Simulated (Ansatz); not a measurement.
# VOs (Pm-3m): phonons and vibrational spectra, part 2 of 2

Wanted: phonon frequencies of VOs (Pm-3m) and what follows from them.

Ansatz 0.2.0; DFT PBEsol, scalar-relativistic, plane waves, PAW; PAW set soft_1.

So far. Step 4 (Tight relaxation): The forces vanish by symmetry and the pressure is 0.000 GPa, within the tolerances set. The cell now holds 13.34 Å³/atom. Step 5 (Linear response at the zone centre): Before it was imposed, the acoustic sum rule was missed by 2.1e-4 eV/Å². Small misses are needed for a sound result but don't prove that mesh and cutoff are converged. The lowest optical mode is real, 109 cm⁻¹. The relaxed cell has a = 2.988 Å (conventional setting).

## (6) Response at finite wavevector

Stability and thermal properties need the whole zone. Linear response on a 4×4×4 q mesh gives force constants as far as a supercell of that size would.

Input file input.yaml:

```yaml
crystal:
  lattice:
    - [2.9878150098, 0.0, 0.0]
    - [0.0, 2.9878150098, 0.0]
    - [0.0, 0.0, 2.9878150098]
  atoms:
    - { symbol: V, position: [0.0, 0.0, 0.0] }
    - { symbol: Os, position: [0.5, 0.5, 0.5] }
kpoints:
  mp_grid: { grid: [16, 16, 16] }
hamiltonian:
  xc: pbesol
  pseudopotentials: { kind: paw, azcp: { folder: soft_1 }, xc_functional: pbe }
scf:
  occupations: { method: methfessel_paxton, width: 0.2 }
output:
  eigenvalues: true
phonons:
  method: dfpt
  qmesh: [4, 4, 4]
  temperatures: { t_max: 1000, t_step: 50 }
  qpath:
    path:
      - [[0.0, 0.0, 0.0], [0.0, 0.5, 0.0], [0.5, 0.5, 0.0], [0.0, 0.0, 0.0], [0.5, 0.5, 0.5], [0.0, 0.5, 0.0]]
      - [[0.5, 0.5, 0.5], [0.5, 0.5, 0.0]]
    npoints: 10
```

The run is started by

```bash
$ ansatz run input.yaml --threads 4 --pin off --max-ram 10240MiB --backend cpu --events-out ev --progress --plain --runs-dir out
```

Numbers of over 12 decimals in the logs are rounded to 6 here.

The log of the run:

```text
[...]
Crystal: 2 atoms, lattice volume = 26.672 Å³
Basis set: ecut = 420 eV, 485 PW (Γ), exchange–correlation on 40×40×40 points (8 copies of the dense FFT grid, shifted against one another)
Bands: 19, of which v1, the nominal top of the filled ones, is band 15 counted from 1 (14 counted from 0)
Symmetry: 48 space group operations
k-points: 165 of 4096
[...]
SCF iter   1: F=—  HF=-14139.566496 eV  |F-HF|=—  |Δ(HF+E_count)|=         —  Δρ=1.68e-1  dr2=1.16e1  ethr=3.10e-3  ⟨swp⟩=4.7  Hψ=12001  notcnv=0
[...]
SCF iter   9: F=-14138.059508 eV  HF=-14138.059508 eV  |F-HF|=5.46e-12  |Δ(HF+E_count)|=    0.00e0  S|Δr|=    0.00e0  Δρ=1.54e-7  dr2=6.28e-12  ethr=1.00e-12  ⟨swp⟩=5.4  Hψ=12569  notcnv=0
[...]
SCF 1 converged in 9 iterations: F = -14138.059508 eV  dr2 = 6.28e-12
[...]
phonons: the bands overlap, so this run is a metal and interpolates without the dipole-dipole term. If the crystal is really an insulator or semiconductor, its LO-TO splitting is missing
NSCF: frozen V_eff on 165 k-points
[...]
DFPT response loops at q = (0, 0, 0) (fractional): preconditioner auto → Kerker (q_TF=auto, 2.767 Å⁻¹) (partly filled bands, converged f_vac=0.000); β = 1.00, the filter's whole step (`scf.mixing.beta` (0.50) is not read by the response loops under this deck's `scf.mixing.preconditioner`; to damp them name `kerker` or `kerker_dos`, under which they read `scf.mixing.beta`, and type it under 1.00, their step now; both keys bind the ground state too); Broyden in place of MSR1
[...]
SCF converged after 9 iterations
[...]
Free energy (F): -14138.059508 eV
[...]
Internal energy: -14138.058894 eV  (E = F + TS)
E sigma→0 (E₀):  -14138.059354 eV
Entropy (-TS):   -0.000613 eV (-0.307 meV/atom)
Fermi energy:    22.540048 eV
[...]
--- Band table (eV; the first three rows and the last of 165) ---
  k-point 0: bands = [... 11 lower, 20.3822, 20.3822, 20.3822, 23.3683, 23.3683, 25.2300, 25.2300, 25.2300]
  k-point 1: bands = [... 11 lower, 20.3680, 20.3680, 20.4180, 23.2804, 23.4000, 25.0345, 25.0345, 25.1745]
  k-point 2: bands = [... 11 lower, 20.3296, 20.3296, 20.5245, 23.0264, 23.4916, 24.5471, 24.5471, 25.0126]
  k-point 164: bands = [... 11 lower, 20.0660, 20.0660, 20.0660, 23.5787, 23.5787, 24.1359, 24.1359, 29.9495]
--- Phonons (Γ-DFPT): 2 representative perturbations + reference (Σ response iterations 6) ---
  ASR residual: 1.950e-4 → 0.000e0 eV/Å²; symmetrization residual: 7.477e-6 eV/Å²
  ASR residual per site (eV/Å²): 9.23e-6 1.95e-4
  Γ frequencies (cm⁻¹): 0.00 0.00 0.00 109.24 109.24 109.24
--- Phonons (arbitrary-q DFPT): 10 irreducible q on the 4×4×4 mesh ---
  q = [0.0000, 0.0000, 0.0000] (star 1, of the zone-centre solve; hermiticity 8.48e-6, symmetrization 6.88e-12): 0.00 0.00 0.00 109.24 109.24 109.24
  q = [0.0000, 0.0000, 0.2500] (star 6, 4 solved perturbations in 4032 linear systems a pass and spin channel, the states on 1296 of 4096 k-point pairs; hermiticity 1.21e-6, symmetrization 2.23e-13): 79.10 79.10 114.94 191.11 191.11 243.57
[...]
q = [0.0000, 0.2500, -0.5000] (star 12, 6 solved perturbations on 1296 of 4096 k-point pairs; hermiticity 9.32e-7, symmetrization 1.12e-7): 78.05 94.12 104.22 205.13 252.81 282.47
[...]
sum rule: each row above includes the acoustic sum rule's correction from the zone centre's row sums; it moved no ω² by more than (0.53 cm⁻¹)²
  mesh force constants: q→R imaginary residual 3.50e-18; ASR residual 1.950e-4 → 0.000e0 eV/Å²; symmetrization residual 5.329e-15 eV/Å²
  interpolated dispersion: 62 rows × 6 modes
  density of states and harmonic sums: on the 24×24×24 q-mesh, interpolated from the force constants of a 4×4×4 supercell (no non-analytic term)
  largest difference from the sums on the solved wave vectors: F 9.27e-3 eV, S 1.33e-5 and C_V 4.02e-6 eV/K
  zero-point energy: 0.060666 eV/cell   skipped modes (ω ≤ 0): 3   left out of the sums: 3.62e-5 of the cell's modes: C_V's classical limit lies that fraction below 3 k_B per atom; for a crystal, a wire or a layer, F and S can be off by more, and a phonons.interpolated_qmesh denser along its periods is the remedy for the sampling
```

Run time: 7.7 min. Hardware: 4 threads of Arm Neoverse V1, shared host; peak memory 3.2 GiB.

Numbers from this step:

```
sum-rule residual before enforcement                    : 1.95e-4 eV/Å²
lowest frequency on the path                            : 0 cm⁻¹
highest frequency on the path or at a solved wavevector : 283.4 cm⁻¹
mean frequency                                          : 163.1 cm⁻¹
Debye temperature (second moment)                       : 332 K
logarithmic mean frequency                              : 145.3 cm⁻¹
lowest mode on the q mesh (acoustic modes at Γ apart)   : 46.85 cm⁻¹
zero-point energy per atom                              : 30.33 meV
heat capacity at 300 K                                  : 23.50 J/(mol atoms K)
vibrational entropy at 300 K                            : 34.69 J/(mol atoms K)
```

Frequencies (cm⁻¹) solved at each irreducible wavevector; negative means imaginary. Frequencies by wavevector, by row:

| q in reciprocal lattice units | star | mode 1 | mode 2 | mode 3 | mode 4 | mode 5 | mode 6 |
| --- | --- | --- | --- | --- | --- | --- | --- |
| 0 0 0 | 1 | 0 | 0 | 0 | 109.2 | 109.2 | 109.2 |
| 0 0 0.25 | 6 | 79.1 | 79.1 | 114.9 | 191.1 | 191.1 | 243.6 |
| 0 0 -0.5 | 3 | 102.2 | 102.2 | 146.2 | 227.5 | 227.5 | 267.3 |
| 0 0.25 0.25 | 12 | 63.8 | 92.8 | 94.8 | 172.6 | 225 | 236 |
| 0 0.25 -0.5 | 12 | 78 | 94.1 | 104.2 | 205.1 | 252.8 | 282.5 |
| 0 -0.5 -0.5 | 3 | 88 | 93.8 | 93.8 | 169 | 281.2 | 281.2 |
| 0.25 0.25 0.25 | 8 | 46.9 | 91.7 | 91.7 | 227.1 | 233.5 | 233.5 |
| 0.25 0.25 -0.5 | 12 | 82.9 | 91 | 128.3 | 221.9 | 234.4 | 266.5 |
| 0.25 -0.5 -0.5 | 6 | 123.8 | 123.8 | 130.1 | 225.1 | 267.7 | 267.7 |
| -0.5 -0.5 -0.5 | 1 | 153.3 | 153.3 | 153.3 | 222.9 | 222.9 | 222.9 |

Interpolated from a 4×4×4 q mesh. Phonon branches along the path, in cm⁻¹:

| point | branch 1 | branch 2 | branch 3 | branch 4 | branch 5 | branch 6 |
| --- | --- | --- | --- | --- | --- | --- |
| Γ | 0 | 0 | 0 | 109 | 109 | 109 |
| X | 102 | 102 | 146 | 228 | 228 | 267 |
| M | 88 | 94 | 94 | 169 | 281 | 281 |
| Γ | 0 | 0 | 0 | 109 | 109 | 109 |
| R | 153 | 153 | 153 | 223 | 223 | 223 |
| X | 102 | 102 | 146 | 228 | 228 | 267 |
| jump to R | 153 | 153 | 153 | 223 | 223 | 223 |
| M | 88 | 94 | 94 | 169 | 281 | 281 |

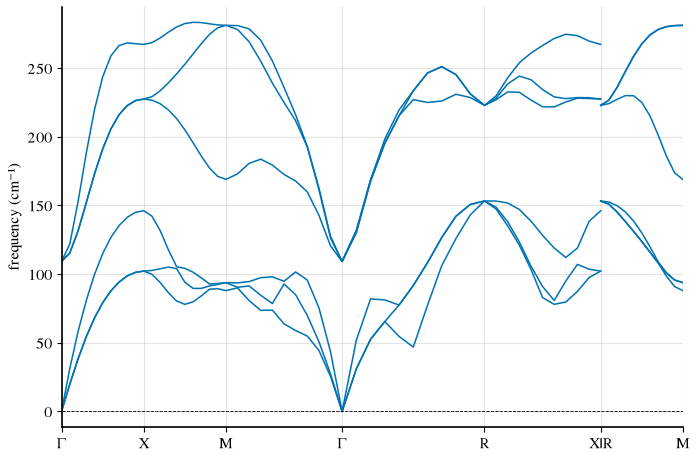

Phonon branches along the path.

Tetrahedra on a 24×24×24 mesh, mean over bins of 5 cm-1. Interpolated from a 4×4×4 q mesh. Table of phonon density of states by wavenumber; read off at these points:

| wavenumber (cm⁻¹) | phonon density of states (1/cm⁻¹/cell) |
| --- | --- |
| 2 | 0 |
| 18 | 1.2e-4 |
| 38 | 9.8e-4 |
| 52 | 0.00691 |
| 68 | 0.0239 |
| 82 | 0.0493 |
| 88 | 0.0600 |
| 102 | 0.0581 |
| 118 | 0.0248 |
| 132 | 0.0135 |
| 152 | 0.00397 |
| 168 | 0.00376 |
| 182 | 0.0135 |
| 202 | 0.0236 |
| 218 | 0.0341 |
| 222 | 0.0370 |
| 232 | 0.0303 |
| 248 | 0.0323 |
| 268 | 0.0354 |
| 272 | 0.0354 |
| 282 | 0.0100 |

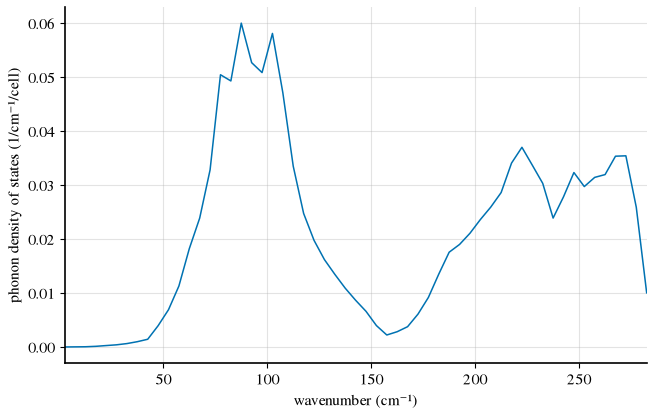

Phonon density of states against wavenumber.

The partial phonon density of states has structure finer than the step of the table below, so its rows give means over 25 cm⁻¹, whole bins alone (the curve runs from -10 to 301 cm⁻¹). Peaks (cm⁻¹: height): Os 85.9: 0.0497, 103.6: 0.0545; V 85.9: 0.00969, 221.0: 0.0344, 234.7: 0.0278, 250.4: 0.0292, 272.0: 0.0310.

Phonopy on the run's constants, 19x19x19 mesh, Gaussian sigma 2.2 cm-1. Interpolated from a 4×4×4 q mesh. Partial phonon density of states against wavenumber; means over each step; values in 1/cm⁻¹/cell:

```csv
wavenumber (cm⁻¹),Os,V
25,3.0e-4,6.5e-5
50,0.00562,0.00126
75,0.0329,0.00626
100,0.0452,0.00542
125,0.0173,0.00217
150,0.00418,0.00169
175,5.4e-4,0.00775
200,0.00203,0.0202
225,0.00486,0.0282
250,0.00401,0.0252
275,0.00309,0.0218
```

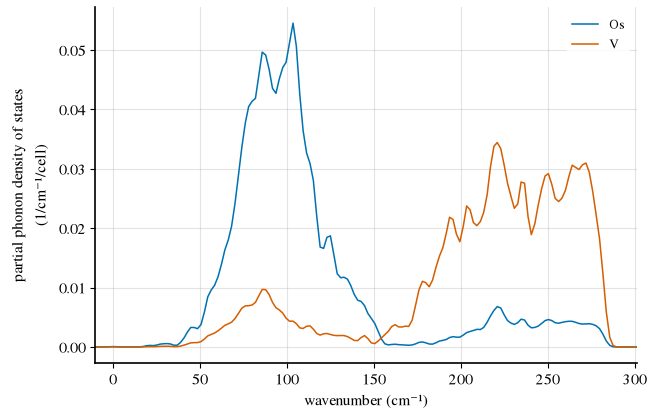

Partial phonon density of states against wavenumber.

Second derivatives of the energy by pair, one row for each kind of neighbour of each atom listed. Each entry sums the pair over the periodic images of the supercell that the q mesh stands for, and in a polar crystal it holds the long-range dipole part too. Force constants by pair, by row:

```
atom  neighbour  distance (Å)  third of the trace (eV/Å²)  along the pair's line (eV/Å²)
  V1     itself             0                       9.121                              –
  V1         Os         2.588                     -0.3582                         -3.121
  V1          V         2.988                     -0.4234                         -1.435
  V1          V         4.225                     -0.2062                        -0.0972
  V1         Os         4.955                    -7.00e-4                        -0.0734
  V1          V         5.175                     -0.1585                        -0.5393
  V1          V         5.976                      0.2556                         0.3719
  V1         Os         6.512                     -0.0098                        -0.0429
  V1          V         6.681                      0.0203                        -0.0194
 Os2     itself             0                       10.73                              –
 Os2          V         2.588                     -0.3582                         -3.121
 Os2         Os         2.988                          -1                         -2.473
 Os2         Os         4.225                     -0.0347                         0.0995
 Os2          V         4.955                    -7.00e-4                        -0.0734
 Os2         Os         5.175                     -0.1348                         -0.246
 Os2         Os         5.976                      0.1125                         0.5572
 Os2          V         6.512                     -0.0098                        -0.0429
 Os2         Os         6.681                      -0.012                        -0.0491
```

Harmonic thermodynamic functions per atom, from the density of states. Interpolated from a 4×4×4 q mesh. Thermodynamic functions, by row:

```csv
T (K),F_vib (meV/atom),S (J/mol-atom/K),C_V (J/mol-atom/K)
0,30.33,0,0
50,29.78,3.799,7.863
100,25.67,12.05,16.04
200,5.79,25.45,21.91
300,-25.65,34.69,23.5
400,-65.31,41.55,24.11
500,-111.3,46.96,24.4
600,-162.3,51.43,24.57
700,-217.7,55.22,24.66
800,-276.6,58.52,24.73
900,-338.8,61.44,24.77
1000,-403.9,64.05,24.8
```

Harmonic mean-square displacement, third of the trace. Interpolated from a 4×4×4 q mesh. Mean square displacements, by row:

```csv
T (K),V1 U_eq (Å²),Os2 U_eq (Å²)
0,0.00177,9.10e-4
100,0.00237,0.00166
300,0.00532,0.00443
600,0.01024,0.00876
```

Symmetry leaves 10 wavevectors to solve. The lowest mode among them, the acoustic zeros apart, lies at q = (0.25, 0.25, 0.25) and is real, 46.9 cm⁻¹.

## (7) Summary of results

```
space group after relaxation (within 0.01 Å)            : Pm-3m
volume per atom                                         : 13.3 Å³
electronic character                                    : no gap on this mesh
highest optical mode at the zone centre (no LO-TO term) : 109 cm⁻¹
lowest optical zone-centre mode                         : 109 cm⁻¹
lowest mode on the q mesh (acoustic modes at Γ apart)   : 46.9 cm⁻¹
highest frequency on the path or at a solved wavevector : 283 cm⁻¹
zero-point energy per atom                              : 30.3 meV
heat capacity at 300 K                                  : 23.5 J/(mol atoms K)
vibrational entropy at 300 K                            : 34.7 J/(mol atoms K)
Debye temperature (second moment)                       : 332 K
imaginary modes on the 4×4×4 q mesh                     : none
```

What this shows: The structure is a minimum as far as tested: no mode is imaginary at the 10 irreducible wavevectors of the 4×4×4 mesh, and the softest away from the acoustic zeros lies at 47 cm⁻¹. The optical modes at Γ form one degenerate level at 109 cm⁻¹. The highest mode in this list at Γ, 109.2 cm⁻¹, is mostly motion of V (79 % of the kinetic energy). Some magnetic starts kept moments in single points, but the one carried on lost them, and the others were not relaxed, so the runs shown are non-magnetic; if the real compound is magnetic, its cell and modes can differ much. With no gap, or one that is small against the smearing, the frequencies hang on the k mesh and the smearing, most of all near Kohn anomalies. The phonon runs are without spin polarisation, although the cell has an odd electron count. Spin-orbit coupling is left out, which can matter for the heavy elements here. The PAW files were made for PBE and serve the other functionals too. These are harmonic frequencies at zero temperature: anharmonic shifts, linewidths and thermal expansion are left out.

[Logs are printed without paths, hosts, clocks, repeated set-up lines and the standing remarks that a program may print on its own settings, such as how far it seeks lower states.]

[Hosts, paths, dates, database ids (printed as entryN), source tags and the programs' standing remarks are cut or masked in the printed files.]
